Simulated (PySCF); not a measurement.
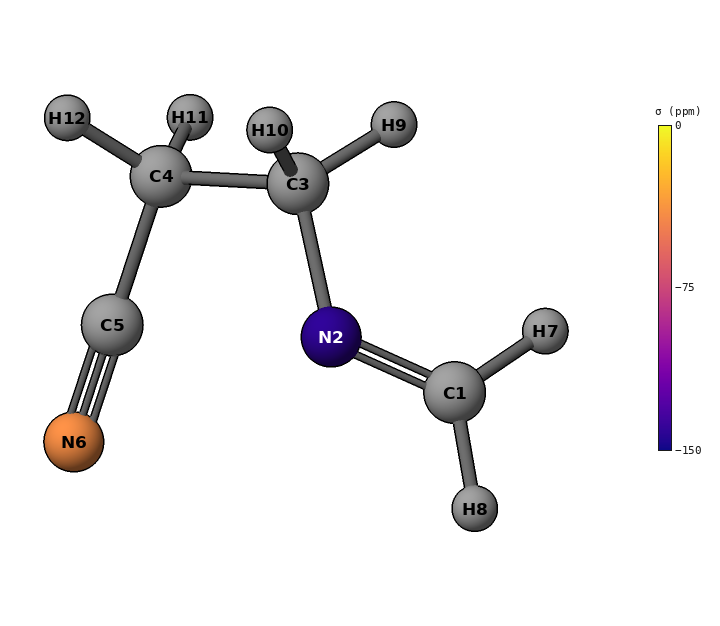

Atoms are coloured by their isotropic NMR shieldings (N only, the others grey). Geometry: an image of a reaction path computed with GFN2-xTB, not a minimum. Method: GIAO PBE0/pcSseg-1 NMR shielding, non-relativistic, gas phase (PySCF 2.14.0).

List the isotropic NMR shieldings of the N atoms.

| atom | σ (ppm) |
| --- | --- |
| N2 | −141.0 |
| N6 | −40.5 |
